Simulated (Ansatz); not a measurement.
The reference is GaP in the zinc blende structure (space group F-43m, No. 216; a = 5.438 Å). Axes: x, y, z lie along the cube axes.

Now apply this change: uniaxial stress, 3 GPa tension along z; all other stress components relax to zero.

The values are results of PBEsol (Ansatz, a quantum-chemistry and plane-wave program), no spin-orbit coupling, not measurements.

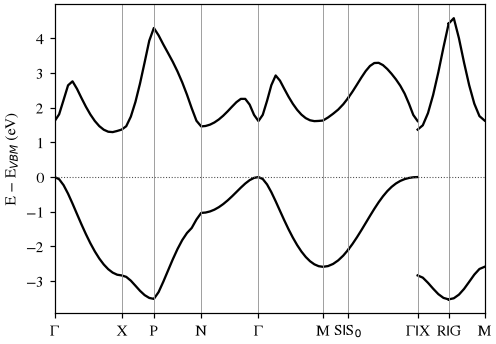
Figure. Highest valence and lowest conduction band along the path of the changed cell's own zone

Problem. Read the changed gap and its character from the plot.

Solution. About 1.3 eV, indirect, Γ → Γ–X (87 % along).

Load acts through the strain it causes; cell and atoms are relaxed under it. Beyond what the load breaks, stability against distortions was not tested. k-point labels follow each cell's own Brillouin zone.
